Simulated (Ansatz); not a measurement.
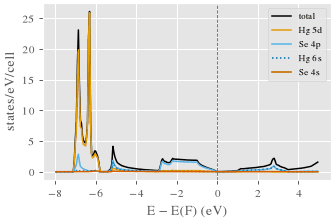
Total and projected density of states of HgSe (zinc blende, space group No. 216), PBEsol (plane waves, PAW; program Ansatz)

Question: Which orbitals carry the states next to the Fermi level?

Answer: Within 0.5 eV of the Fermi level: Se 4p 83 %, Hg 5d 12 %. Projections are on Löwdin-orthogonalised atomic valence shells; empty p or d shells of many metals are not among them.

Question: Where is the tallest occupied peak in this window, and what makes it?

Answer: Near -6.3 eV, about 26 states/eV per cell; the largest projected share is Hg 5d.

Space group F-43m (zinc blende). The cell was relaxed with PBEsol under the symmetry of its start. Spin–orbit coupling is left out wherever it is not named.

Potentials: the later of the program's two PAW sets.
